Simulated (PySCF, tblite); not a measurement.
# C₂H₁₁NO₃Si₃: geometry, infrared bands and NMR shifts

Wanted: the infrared bands and NMR shifts of C₂H₁₁NO₃Si₃ (`N[Si@@]1(O[SiH3])CC[Si@@H](O)O1`), by calculation.

Computed with tblite 0.8.0 and PySCF 2.14.0, with density-fitted response routines of our own, on a single molecule in the gas phase. Atoms count from 0, in the outputs and in this text.

### Step 1. The molecule as given

20 atoms, charge 0, multiplicity 1; geometry from: force field or distance geometry start.

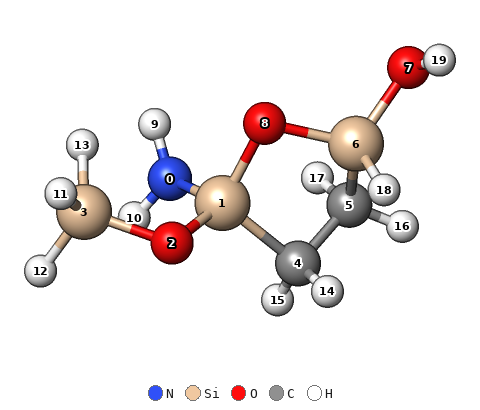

The starting geometry (nitrogen blue, silicon light orange, oxygen red, carbon grey, hydrogen white), atoms numbered.

### Step 2. Optimising the geometry with GFN2-xTB

Job settings and geometry (Å):

```
{"job": {"kind": "relax", "xc": "GFN2-xTB", "basis": "xTB"}, "charge": 0, "multiplicity": 1}
N      1.341100    -1.121100     0.680100
Si     0.467600     0.044000    -0.342900
O      1.470300     0.908400    -1.408800
Si     3.019800     1.031900    -0.728500
C     -0.843100    -0.971200    -1.215200
C     -1.864700    -1.082600    -0.094800
Si    -2.014600     0.739700     0.347900
O     -3.074700     0.993100     1.660500
O     -0.379400     1.100900     0.724100
H      1.545300    -0.815700     1.640300
H      2.026000    -1.705900     0.207000
H      3.461200     2.409100    -0.898800
H      3.864000     0.062500    -1.428900
H      2.939400     0.721700     0.707900
H     -1.313100    -0.395500    -2.037400
H     -0.451200    -1.954100    -1.497500
H     -2.808300    -1.520200    -0.411300
H     -1.348300    -1.657000     0.712300
H     -2.427600     1.422700    -0.871700
H     -3.614800     1.800100     1.433200
```

Launch:

```bash
$ OMP_NUM_THREADS=1 python probes_run.py task.json out
```

One launch serves the whole session: the jobs run in the order shown.

**Question.** This job is followed by: GFN2-xTB harmonic vibrations, gas phase; GIAO PBE0/pcSseg-1 NMR shielding, non-relativistic, gas phase. Predict these results of the whole session: strongest single infrared mode (GFN2-xTB); zero-point energy (GFN2-xTB); 13C shifts against TMS (PBE0/pcSseg-1); 1H shifts against TMS (PBE0/pcSseg-1, means over atoms taken as alike); 15N shifts against NH3 (PBE0/pcSseg-1); 29Si shifts against TMS (PBE0/pcSseg-1); 17O shifts against H2O (PBE0/pcSseg-1).

**Answer**, as computed:

| quantity | value |
| --- | --- |
| strongest single infrared mode (GFN2-xTB) | 1089 cm⁻¹, 663 km/mol |
| zero-point energy (GFN2-xTB) | 85.5 kcal/mol |
| 13C shifts against TMS (PBE0/pcSseg-1) | 12.5, 10.3 ppm |
| 1H shifts against TMS (PBE0/pcSseg-1, means over atoms taken as alike) | 5.13, 5.10, 2.16, 1.15, 1.05, 0.73, 0.71, 0.55 ppm |
| 15N shifts against NH3 (PBE0/pcSseg-1) | 27.5 ppm |
| 29Si shifts against TMS (PBE0/pcSseg-1) | -12.2, -27.7, -44.4 ppm |
| 17O shifts against H2O (PBE0/pcSseg-1) | 131.2, 52.9, 38.0 ppm |

Over 192 steps the energy fell by 1.585 eV; of the close pairs, Si6–O7 changed most, 1.706 to 1.623 Å. All 54 modes are real, so the xTB geometry is a minimum. The strongest single mode, at 1089 cm⁻¹, moves mainly O2. Unscaled tight-binding wavenumbers are off by several per cent, some by more. Its intensities can rank the bands wrongly.
